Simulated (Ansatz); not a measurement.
# CF2 (SMILES F[C]F): B2PLYP/STO-3G

What is the vertical electron affinity of CF2 at B2PLYP/STO-3G? 

The results are computed with Ansatz 0.2.0.

40 further runs of the same task are left out: 4 that didn't finish, 36 set aside as unsound or not needed.

### Step 1. The molecule

The species is CF2 (3 atoms), meant as a singlet with charge 0. SMILES: `F[C]F`. The coordinates come from a GFN2-xTB relaxation.

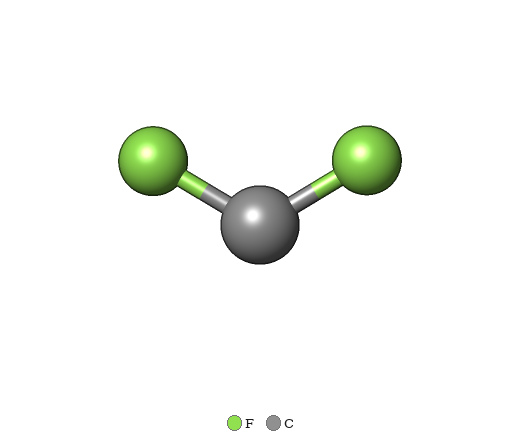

Viewed from a chosen angle; fluorine green, carbon grey.

### Step 2. A single-point energy at B2PLYP/STO-3G

in.yaml

```yaml
crystal:
  periodic: [false, false, false]
  atoms:
    - {symbol: F, position_ang: [0.396940, 1.032800, 0.332770]}
    - {symbol: C, position_ang: [0.326820, -0.272180, 0.149730]}
    - {symbol: F, position_ang: [-0.723760, -0.760620, -0.482500]}
basis:
  gaussian:
    orbitals: STO-3G
hamiltonian:
  xc: {name: B2PLYP}
correlation:
  frozen_orbitals: {C: 1, F: 1}
accuracy: high
```

The run is started by

```bash
$ ansatz run in.yaml --threads 1 --pin off --max-ram 2610MiB --events-out events.jsonl --progress --plain --runs-dir runs
```

The program printed:

```text
Warning: RAYON_NUM_THREADS=1 ignored (pool sized by the plan → 1); use --threads N
Functional definition: B2PLYP
  name "B2PLYP"
  parameter a = 0.53
  parameter c = 0.27
  exchange = (1 - a)*b88_x + a*exact_x
  correlation = (1 - c)*lyp_c + c*(mp2_os + mp2_ss)
250 factors; integrals over basis functions are off by at most 3.4e-8 eV
mean field evaluation 1: about -6366.8874 eV, gradient 1.6e1 eV
mean field evaluation 2: about -6366.9275 eV, gradient 1.6e1 eV
mean field evaluation 4: about -6367.7707 eV, gradient 5.9e-1 eV
mean field evaluation 8: about -6367.7728 eV, gradient 7.1e-3 eV
mean field evaluation 16: about -6367.7728 eV, gradient 2.6e-8 eV
mean field -6367.77277013 eV, -234.0113330710 hartree, gradient 2.5e-8 eV, S^2 0.000000; 0 other end points of the search recorded, 0 dependent functions left out; unrestricted orbitals would lower it
3 core orbitals not correlated: weight in the atoms' cores, before any rotation towards them, 1.000 or more for the frozen orbitals, at most 0.000 for the correlated occupied ones
reference -6367.77277950 eV, -234.0113334151 hartree; 9, 9 occupied and 3, 3 virtual orbitals, 250 factors
second order -3.94719395 eV of doubles, -0.00000000 eV of singles
Total energy: -6368.83852187 eV, -234.0504987247 hartree
```

It took 0.91 s on 1 thread of Arm Neoverse V1, shared host.

### Step 3. The doublet anion at the same level

input.yaml

```yaml
crystal:
  periodic: [false, false, false]
  atoms:
    - {symbol: F, position_ang: [0.396940, 1.032800, 0.332770]}
    - {symbol: C, position_ang: [0.326820, -0.272180, 0.149730]}
    - {symbol: F, position_ang: [-0.723760, -0.760620, -0.482500]}
basis:
  gaussian:
    orbitals: STO-3G
total_charge: -1
magnetization:
  spin_polarized: true
  initial_magnetization: 1
hamiltonian:
  xc: {name: B2PLYP}
correlation:
  frozen_orbitals: {C: 1, F: 1}
accuracy: high
```

The run is started by

```bash
$ ansatz run input.yaml --threads 1 --pin off --max-ram 2610MiB --events-out events.jsonl --progress --plain --runs-dir runs
```

The program printed, cut to the lines that bear on the results:

```text
Warning: RAYON_NUM_THREADS=1 ignored (pool sized by the plan → 1); use --threads N
[... 2 set-up lines as earlier in the session ...]
[...]
250 factors; integrals over basis functions are off by at most 3.4e-8 eV
[...]
mean field -6361.41984973 eV, -233.7778675524 hartree, gradient 1.5e-8 eV, S^2 0.752691; 0 other end points of the search recorded, 0 dependent functions left out
3 core orbitals not correlated: weight in the atoms' cores, before any rotation towards them, 1.000 or more for the frozen orbitals, at most 0.000 for the correlated occupied ones
reference -6361.41985922 eV, -233.7778679009 hartree; 10, 9 occupied and 2, 3 virtual orbitals, 250 factors
second order -1.89324600 eV of doubles, -0.00000000 eV of singles
Total energy: -6361.93103564 eV, -233.7966532879 hartree
```

Wall time 1.2 s (1 thread of Arm Neoverse V1, shared host); peak memory 0.11 GiB.

### Step 4. Outcome

At B2PLYP/STO-3G, 3 core orbitals frozen:

| quantity | value |
| --- | --- |
| singlet CF2: total energy | -234.05050 Eh |
| doublet anion: total energy | -233.79665 Eh |
| doublet anion: ⟨S²⟩ | 0.753 |
| vertical electron affinity (to the doublet anion) | -6.907 eV |

**Reading.** The anion lies 6.91 eV (666 kJ/mol) above the neutral: the electron isn't bound at this level, and such a value depends on the basis. Without diffuse functions anions come out too high. In a minimal basis such a difference can be off by several eV, whatever the method. The restricted solution (singlet CF2) is unstable to spin breaking: an unrestricted one lies lower.
